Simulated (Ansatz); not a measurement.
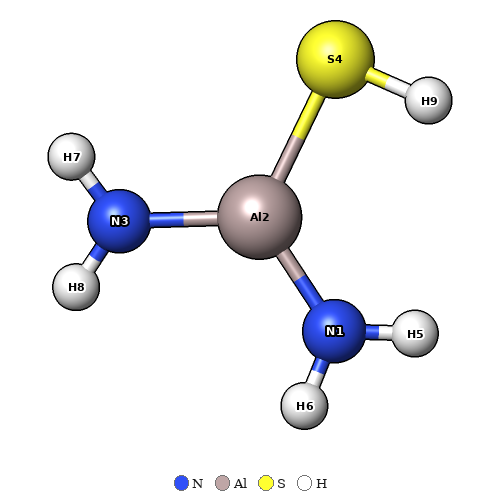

The system is AlH₅N₂S, SMILES [NH2][Al]([NH2])[SH]; the picture shows the grid point nearest to the relaxed geometry. Two internal coordinates are moved rigidly from the geometry relaxed at PBE0-D4/def2-TZVP, all others fixed. The first coordinate is: bond N1–Al2; the second: angle Al2–N3–H7. The grid has 5 × 5 points. Energies are in eV, from the lowest grid point. Level of theory: RHF-CCSD(T), frozen core/def2-TZVPP (Ansatz).

Its coordinates:

```
atom    x (Å)    y (Å)    z (Å)
   N  -0.3330   1.1235  -1.0206
  Al  -0.0763  -0.1115   0.1265
   N   1.3946  -1.0842   0.1283
   S  -1.5820  -0.5466   1.6570
   H  -1.1989   1.6194  -1.1474
   H   0.3520   1.4454  -1.6840
   H   1.6377  -1.7406   0.8512
   H   2.1023  -1.0752  -0.5868
   H  -2.2611   0.5866   1.4125
```

Range: bond N1–Al2 from 1.553 to 2.471 Å; angle Al2–N3–H7 from 100.2 to 148.2°.

What landscape does the calculation give?

Answer. The lowest grid point is at bond N1–Al2 = 1.705 Å, angle Al2–N3–H7 = 124.2°. The bottom of the well lies between grid points, at about bond N1–Al2 = 1.774 Å, angle Al2–N3–H7 = 124°, about 0.062 eV lower on the interpolated surface. It is the only kind of minimum in the scanned range. The highest grid point, bond N1–Al2 = 2.471 Å, angle Al2–N3–H7 = 148.2°, lies 2.63 eV above the lowest.

```
angle Al2–N3–H7 ↓, bond N1–Al2 →  1.553  1.705  1.926  2.185  2.471
                           148.2   1.01   0.21   0.40   1.37   2.63
                           136.2   0.85   0.05   0.23   1.20   2.45
                           124.2   0.80   0.00   0.17   1.14   2.38
                           112.2   0.86   0.05   0.23   1.18   2.43
                           100.2   1.02   0.22   0.39   1.35   2.59
```

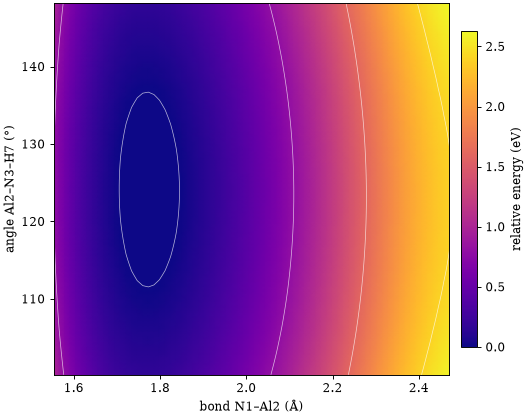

In the figure: a smooth colour map with a few white contour lines. Between grid points the surface is interpolated.
